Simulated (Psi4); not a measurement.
# BH2F (SMILES BF): PBE/pcseg-1 (sweep point 6)

Aim: the vertical ionisation energy of BH2F at PBE/pcseg-1 (sweep point 6), from 2 runs. 

The calculation is run with Psi4 1.11.

### Step 1. The molecule

BH2F: 4 atoms, total charge 0, spin state singlet. As SMILES, `BF`. The coordinates come from a PBE0-D4/def2-TZVP relaxation.

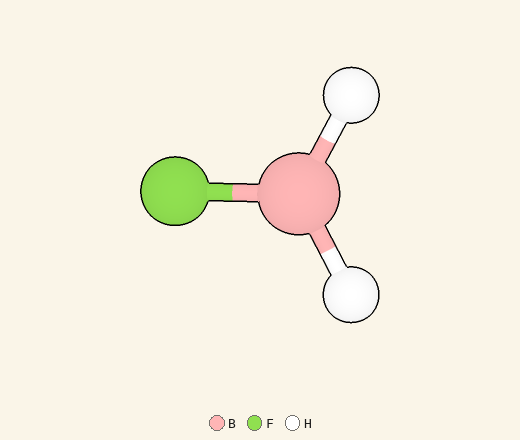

Viewed from a chosen angle; boron pink, fluorine green, hydrogen white.

### Step 2. The energy at PBE/pcseg-1 (sweep point 6)

The input, input.inp:

```
memory 1600 MB

molecule {
  0 1
  B     -0.027300    -0.004000    -0.030800
  F      1.061200    -0.296700     0.649900
  H     -1.012500    -0.649100     0.186200
  H      0.034200     0.889600    -0.825600
  symmetry c1
}

set reference rks
set puream true
set scf_type pk
set dft_radial_points 99
set dft_spherical_points 590

E, wfn = energy("pbe/pcseg-1", return_wfn=True)
```

On the command line:

```console
psi4 -n 1 input.inp input.out
```

input.out, cut to the lines that bear on the results:

```text
[...]
  Running in c1 symmetry.
[...]
  Nuclear repulsion =   27.175758468175218
[...]
  Multiplicity = 1
[...]
  Nalpha       = 8
  Nbeta        = 8
[...]
    Number of basis functions: 38
[...]
   @RKS iter   1:  -125.68521003261607   -3.88880e-01   9.23437e-03 ADIIS/DIIS
[...]
   @RKS iter   7:  -125.75201729321347   -7.87172e-09   5.06864e-07 DIIS
[...]
    Orbital Energies [Eh]
    ---------------------
    Doubly Occupied:
       1A    -24.272381     2A     -6.573868     3A     -1.132812
       4A     -0.510649     5A     -0.424659     6A     -0.414799
       7A     -0.401709     8A     -0.283732
[...]
  @RKS Final Energy:  -125.75201729321347
   => Energetics <=
    Nuclear Repulsion Energy =             27.1757584681752178
    One-Electron Energy =                -227.0430588711826374
    Two-Electron Energy =                  89.2126041046909393
    DFT Exchange-Correlation Energy =     -15.0973209948969878
    Empirical Dispersion Energy =           0.0000000000000000
    VV10 Nonlocal Energy =                  0.0000000000000000
    Total Energy =                       -125.7520172932134699
[...]
 Multipole Moments:
 ------------------------------------------------------------------------------------
     Multipole            Electronic (a.u.)      Nuclear  (a.u.)        Total (a.u.)
 ------------------------------------------------------------------------------------
 L = 1.  Multiply by 2.5417464519 to convert [e a0] to [Debye]
 Dipole X            :          1.7055984           -1.8791707           -0.1735723
 Dipole Y            :         -0.4588149            0.5054210            0.0466061
 Dipole Z            :          1.0668336           -1.1752995           -0.1084659
 Magnitude           :                                                    0.2099150
[...]
```

It took 2.4 s on 1 thread of AMD EPYC 9R45 (Zen 5), shared host; peak memory 0.45 GiB.

### Step 3. The doublet cation

The input, input.inp:

```
memory 1600 mb

molecule {
  1 2
  B     -0.027300    -0.004000    -0.030800
  F      1.061200    -0.296700     0.649900
  H     -1.012500    -0.649100     0.186200
  H      0.034200     0.889600    -0.825600
  symmetry c1
}

set basis pcseg-1
set reference uks
set puream true
set scf_type pk
set dft_radial_points 99
set dft_spherical_points 590
set maxiter 150

e, wfn = energy('pbe', return_wfn=True)
```

On the command line:

```console
psi4 input.inp input.out -n 1
```

input.out:

```text
[...]
  Running in c1 symmetry.
[...]
  Nuclear repulsion =   27.175758468175218
[...]
  Multiplicity = 2
[...]
  Nalpha       = 8
  Nbeta        = 7
[...]
    Number of basis functions: 38
[...]
   @UKS iter   1:  -125.29099493906578    5.33514e-03   3.67340e-03 ADIIS/DIIS
[...]
   @UKS iter   7:  -125.30734288231844   -5.70364e-07   7.50470e-07 DIIS
[...]
   @S^2 Observed:                7.530920847E-01
[...]
    Orbital Energies [Eh]
    ---------------------
    Alpha Occupied:
       1A    -24.646804     2A     -6.951119     3A     -1.489240
       4A     -0.859396     5A     -0.792136     6A     -0.765830
       7A     -0.750506     8A     -0.662798
    Alpha Virtual:
       9A     -0.396272    10A     -0.203745    11A     -0.192450
      12A     -0.123638    13A     -0.056194    14A     -0.022481
      15A     -0.016640    16A      0.107906    17A      0.261273
      18A      0.261904    19A      0.667721    20A      0.678754
      21A      0.816646    22A      0.825915    23A      1.043544
      24A      1.095086    25A      1.165630    26A      1.309571
[...]
  @UKS Final Energy:  -125.30734288231844
   => Energetics <=
    Nuclear Repulsion Energy =             27.1757584681752178
    One-Electron Energy =                -221.3978406092890623
    Two-Electron Energy =                  83.6307685674502466
    DFT Exchange-Correlation Energy =     -14.7160293086548464
    Empirical Dispersion Energy =           0.0000000000000000
    VV10 Nonlocal Energy =                  0.0000000000000000
    Total Energy =                       -125.3073428823184372
[...]
 Multipole Moments:
 ------------------------------------------------------------------------------------
     Multipole            Electronic (a.u.)      Nuclear  (a.u.)        Total (a.u.)
 ------------------------------------------------------------------------------------
 L = 1.  Multiply by 2.5417464519 to convert [e a0] to [Debye]
 Dipole X            :          0.5498415           -1.8791707           -1.3293292
 Dipole Y            :         -0.1478084            0.5054210            0.3576126
 Dipole Z            :          0.3438515           -1.1752995           -0.8314480
 Magnitude           :                                                    1.6082004
[...]
```

It took 3.3 s on 1 thread of AMD EPYC 9R45 (Zen 5), shared host; peak memory 0.45 GiB.

### Step 4. What came out

At PBE/pcseg-1 (sweep point 6):

```
                                          quantity          value
                        singlet BH2F: total energy  -125.75202 Eh
                       singlet BH2F: dipole moment         0.53 D
                         singlet BH2F: HOMO energy       -7.72 eV
                         singlet BH2F: LUMO energy       -2.15 eV
                       singlet BH2F: HOMO–LUMO gap        5.57 eV
                      doublet cation: total energy  -125.30734 Eh
doublet cation: HOMO energy (highest over α and β)      -18.04 eV
 doublet cation: LUMO energy (lowest over α and β)      -16.52 eV
                              doublet cation: ⟨S²⟩          0.753
vertical ionisation energy (to the doublet cation)      12.100 eV
```

In words: The vertical ionisation energy comes to 12.10 eV (279 kcal/mol). The negative HOMO energy of the first species, 7.72 eV, lies 4.38 eV below that difference.
